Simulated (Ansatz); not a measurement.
Run report: AlN$_{2}$H$_{4}$Cl, geometry relaxation (part 2 of 2)

AlN$_{2}$H$_{4}$Cl; RKS PBE0-D4/6-31G* (Ansatz 0.2.0). It belongs to a series of runs on one base structure; here: start relaxed.

Trajectory as extended XYZ (Å, eV, eV/Å), 11 frames, from step=1 to step=11:
```
8
Properties=species:S:1:pos:R:3:forces:R:3 step=1 energy=-22155.57888
Al    0.0000    0.0000    0.0000   -0.0103   0.0071  -1.2940
Cl    0.0000    0.0000    2.2300   -0.0375  -0.0744  -1.5660
N     1.6627    0.0000   -0.9600   -1.1244   0.1594   0.7379
H     2.1293   -0.9179   -1.2118   -0.5333   2.1649   0.2635
H     2.1141    0.9179   -1.2382   -0.3911  -2.1845   0.3765
N    -1.6627    0.0000   -0.9600    1.1482  -0.1204   0.8630
H    -2.3316   -0.8164   -0.8614    0.8534   2.0345  -0.4117
H    -1.9118    0.8164   -1.5886    0.0949  -1.9866   1.0308
8
Properties=species:S:1:pos:R:3:forces:R:3 step=2 energy=-22156.38320
Al    0.0022   -0.0099   -0.0719   -0.0412  -0.0072  -0.7426
Cl   -0.0124   -0.0459    2.0728   -0.0399  -0.0845  -0.4912
N     1.6157    0.0229   -0.9486   -0.8705   0.3110   0.4245
H     2.1047   -0.8345   -1.2081   -0.0843   0.6193   0.0110
H     2.1318    0.8849   -1.1498   -0.0896  -0.7997   0.1361
N    -1.6181   -0.0168   -0.9316    0.5101  -0.3391   0.5909
H    -2.3747   -0.6943   -0.7161    0.6539   1.1640  -0.2936
H    -1.8493    0.6935   -1.6368   -0.0384  -0.8638   0.3649
8
Properties=species:S:1:pos:R:3:forces:R:3 step=3 energy=-22156.64541
Al    0.0047   -0.0095   -0.0971    0.0413  -0.0414   0.0549
Cl   -0.0309   -0.1013    2.0120   -0.0355  -0.0783   0.0856
N     1.5522    0.0535   -0.9648    0.0044   0.5092  -0.0811
H     2.0468   -0.7744   -1.2497    0.1133  -0.1337  -0.1391
H     2.1386    0.8742   -1.0642   -0.0023  -0.2160   0.1217
N    -1.5636   -0.0304   -0.9088   -0.7081  -0.1472  -0.1488
H    -2.3874   -0.5555   -0.5836    0.5583   0.7295  -0.2508
H    -1.7605    0.5434   -1.7337    0.0286  -0.6220   0.3575
8
Properties=species:S:1:pos:R:3:forces:R:3 step=4 energy=-22156.74466
Al    0.0071   -0.0024   -0.1361    0.0133  -0.0531   0.4652
Cl   -0.0487   -0.0782    1.9926   -0.0024  -0.0219  -0.1640
N     1.5702    0.0785   -0.9742    0.3131   0.4262  -0.1639
H     2.0087   -0.7357   -1.3889   -0.0610   0.1896  -0.0474
H     2.2393    0.8471   -0.8938   -0.2825  -0.5139   0.0671
N    -1.5820   -0.0485   -0.9032   -0.4866  -0.0806  -0.2284
H    -2.4178   -0.4851   -0.4990    0.5128   0.5142  -0.2771
H    -1.7767    0.4242   -1.7874   -0.0067  -0.4605   0.3485
8
Properties=species:S:1:pos:R:3:forces:R:3 step=5 energy=-22156.82932
Al    0.0089   -0.0025   -0.1226   -0.0168  -0.0139   0.3330
Cl   -0.0495   -0.0691    2.0000    0.0096   0.0220  -0.1001
N     1.5552    0.1158   -0.9858    0.8516   0.2775  -0.1662
H     1.9282   -0.6579   -1.5471   -0.1686   0.6482   0.2924
H     2.2989    0.7928   -0.7361   -0.6965  -0.8904  -0.2343
N    -1.5738   -0.0655   -0.8989   -0.4802   0.0379  -0.5114
H    -2.4364   -0.3672   -0.4351    0.5114   0.3073  -0.3886
H    -1.7315    0.2536   -1.8644   -0.0106  -0.3886   0.7753
8
Properties=species:S:1:pos:R:3:forces:R:3 step=6 energy=-22156.92365
Al    0.0075    0.0060   -0.1088    0.0338   0.0164   0.0654
Cl   -0.0512   -0.0141    2.0052    0.0024   0.0396  -0.0108
N     1.5586    0.1254   -0.9611    0.2969   0.0003  -0.1158
H     1.8525   -0.5306   -1.6815   -0.0854   0.3330   0.1691
H     2.3492    0.6706   -0.6223   -0.2376  -0.3246  -0.0891
N    -1.5593   -0.0903   -0.9158   -0.2288  -0.0572  -0.0250
H    -2.4163   -0.3268   -0.4242    0.1860   0.0983  -0.1837
H    -1.7409    0.1598   -1.8815    0.0327  -0.1058   0.1901
8
Properties=species:S:1:pos:R:3:forces:R:3 step=7 energy=-22156.97151
Al    0.0076   -0.0285   -0.0964    0.0072   0.1936   0.0343
Cl   -0.0367    0.0573    2.0150    0.0224  -0.0123  -0.0227
N     1.5507    0.1439   -0.9542    0.1431  -0.1014   0.0010
H     1.7851   -0.3779   -1.7917   -0.0082   0.1989   0.1036
H     2.3846    0.5330   -0.5250   -0.1694  -0.1828  -0.0976
N    -1.5538   -0.1322   -0.9161   -0.1037  -0.0444   0.0144
H    -2.4300   -0.2791   -0.4294    0.1139   0.0070  -0.1086
H    -1.7075    0.0835   -1.8922   -0.0052  -0.0586   0.0755
8
Properties=species:S:1:pos:R:3:forces:R:3 step=8 energy=-22157.01071
Al    0.0002    0.0190   -0.0939    0.0058   0.0291   0.0356
Cl   -0.0193    0.1032    2.0151    0.0077   0.0165  -0.0021
N     1.5562    0.1280   -0.9272    0.1092  -0.0728  -0.0872
H     1.7366   -0.1999   -1.8688   -0.0280   0.1182   0.1358
H     2.4206    0.3666   -0.4581   -0.0742  -0.0603  -0.0531
N    -1.5560   -0.1272   -0.9155   -0.0433  -0.0162  -0.0413
H    -2.4323   -0.2666   -0.4328    0.0153   0.0013  -0.0053
H    -1.7061   -0.0231   -1.9088    0.0076  -0.0157   0.0177
8
Properties=species:S:1:pos:R:3:forces:R:3 step=9 energy=-22157.02198
Al   -0.0038    0.0300   -0.0859    0.0169   0.0082  -0.0472
Cl   -0.0120    0.1609    2.0198   -0.0111  -0.0155  -0.0061
N     1.5599    0.1174   -0.9104   -0.0616  -0.0565  -0.1614
H     1.6955   -0.0079   -1.9070    0.0086   0.0333   0.1812
H     2.4453    0.1969   -0.4317   -0.0062   0.0167  -0.0120
N    -1.5544   -0.1542   -0.9202    0.0955   0.0344   0.0423
H    -2.4357   -0.2363   -0.4359   -0.0400   0.0073   0.0043
H    -1.6948   -0.1066   -1.9187   -0.0020  -0.0279  -0.0011
8
Properties=species:S:1:pos:R:3:forces:R:3 step=10 energy=-22157.02480
Al   -0.0016    0.0311   -0.0869   -0.0162  -0.0241  -0.0028
Cl   -0.0159    0.1342    2.0201    0.0090   0.0111  -0.0053
N     1.5576    0.0988   -0.9157    0.0673   0.0120   0.0649
H     1.7044    0.0137   -1.9102   -0.0111   0.0067  -0.0292
H     2.4384    0.2127   -0.4331   -0.0387  -0.0099  -0.0203
N    -1.5543   -0.1339   -0.9140   -0.0444   0.0035  -0.0253
H    -2.4426   -0.1839   -0.4358    0.0238   0.0003   0.0060
H    -1.6860   -0.1726   -1.9145    0.0104   0.0004   0.0121
8
Properties=species:S:1:pos:R:3:forces:R:3 step=11 energy=-22157.02528
Al   -0.0023    0.0265   -0.0909    0.0006  -0.0002   0.0102
Cl   -0.0138    0.1410    2.0164    0.0007  -0.0001  -0.0139
N     1.5613    0.0959   -0.9127   -0.0082  -0.0013  -0.0029
H     1.7060    0.0383   -1.9102   -0.0040   0.0021  -0.0010
H     2.4418    0.1955   -0.4287   -0.0029  -0.0012   0.0062
N    -1.5576   -0.1329   -0.9161    0.0059   0.0008  -0.0030
H    -2.4429   -0.1784   -0.4327    0.0032   0.0013   0.0061
H    -1.6925   -0.1859   -1.9151    0.0047  -0.0013  -0.0018
```

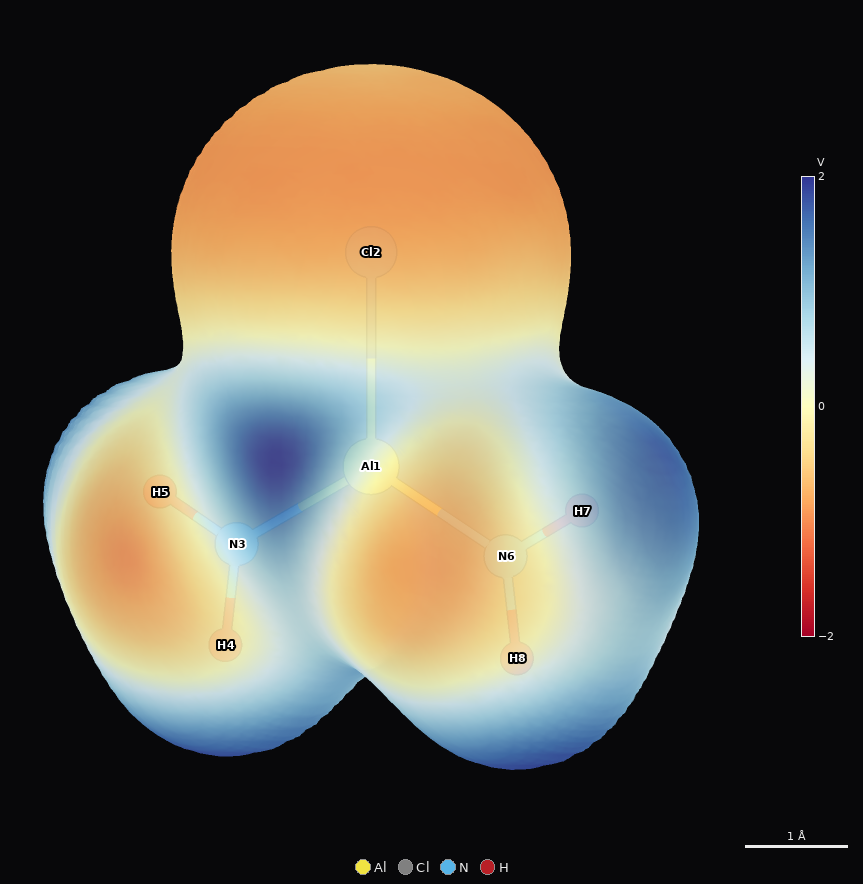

*The electrostatic potential painted on the density surface at 0.002 e/bohr³, seen at a tilt; the colour scale runs from red (negative) to blue (positive).*

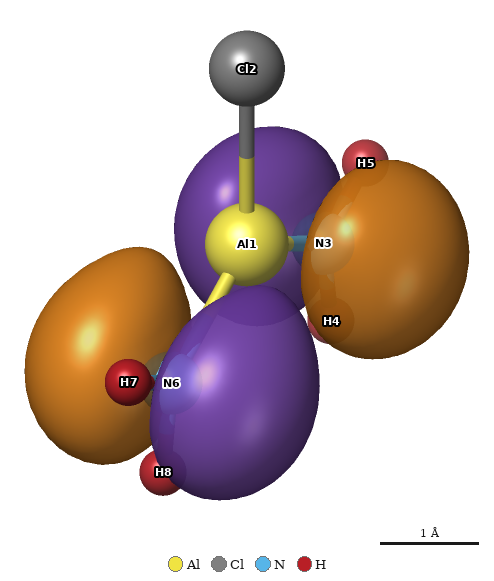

*One frontier orbital at ±0.1 Å⁻³ᐟ² (orange and purple are the two phases), seen at an oblique angle.*

The HOMO, at −6.95 eV.

The run was set up as follows.

Input file:
```yaml
crystal:
  periodic: [false, false, false]
  atoms:
    - { symbol: Al, position_ang: [0.0, 0.0, 0.0] }
    - { symbol: Cl, position_ang: [0.0, 0.0, 2.23] }
    - { symbol: "N", position_ang: [1.6627, 0.0, -0.96] }
    - { symbol: H, position_ang: [2.1293, -0.9179, -1.2118] }
    - { symbol: H, position_ang: [2.1141, 0.9179, -1.2382] }
    - { symbol: "N", position_ang: [-1.6627, 0.0, -0.96] }
    - { symbol: H, position_ang: [-2.3316, -0.8164, -0.8614] }
    - { symbol: H, position_ang: [-1.9118, 0.8164, -1.5886] }
basis:
  gaussian: { orbitals: "6-31G*" }
hamiltonian:
  xc: pbe0
  dispersion: d4
relax:
  f_tol: 0.02
  max_steps: 40
output:
  orbitals: {}
```

Launched with:
```bash
ansatz run input.yaml --threads 1 --pin off --max-ram 2048MiB --backend cpu --events-out ev --progress --plain --runs-dir out
```

Key numbers:

| quantity | value |
| --- | --- |
| outcome | converged |
| total energy | −22157.0253 eV |
| mean-field energy | −22156.8947 eV |
| largest force (length of the vector) at the end | 0.014 eV/Å |
| hardware | 1 thread of Intel Xeon (Sapphire Rapids), 192 GiB of memory available, shared host |
| wall time | 44 s |
| peak memory | 0.16 GiB |
